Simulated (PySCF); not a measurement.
C₇H₁₄O, SMILES CC(=O)CC(C)(C)C at its GFN2-xTB optimised geometry (Å):

```
22

C      1.8153     1.6313     0.6238
C      1.0671     0.4120     1.1021
O      0.9635     0.1394     2.2721
C      0.4760    -0.4413     0.0000
C     -1.0718    -0.4413     0.0000
C     -1.5970    -1.1803     1.2300
C     -1.5520    -1.1533    -1.2676
C     -1.5922     0.9978     0.0000
H      2.1464     2.2293     1.4690
H      1.1804     2.2289    -0.0257
H      2.6824     1.3121     0.0478
H      0.8349    -0.0931    -0.9691
H      0.8138    -1.4688     0.1519
H     -1.1925    -0.7443     2.1392
H     -1.3094    -2.2289     1.1972
H     -2.6824    -1.1228     1.2701
H     -1.1631    -2.1683    -1.3101
H     -1.2243    -0.6223    -2.1591
H     -2.6383    -1.2035    -1.2808
H     -1.3045     1.5101     0.9153
H     -1.1998     1.5522    -0.8507
H     -2.6781     1.0034    -0.0652
```

Method: CAM-B3LYP/def2-SVP run with PySCF. Cells within 0.4 Å of a nucleus heavier than hydrogen are left out (blank, or x).

Map of the HOMO amplitude (bohr^(-3/2)) on the plane z = 1.2 Å; orbital energy -8.35 eV, overall sign arbitrary:

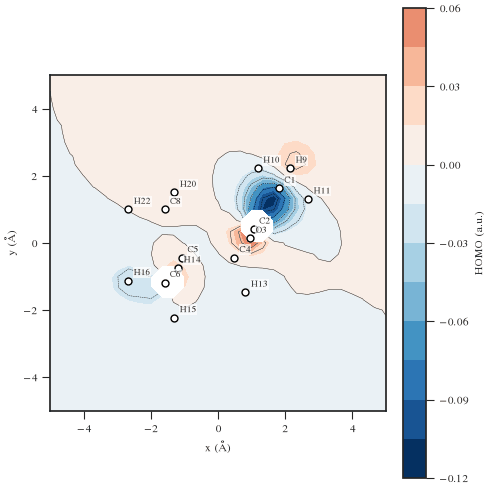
HOMO amplitude (bohr^(-3/2)) on the plane z = 1.2 Å.
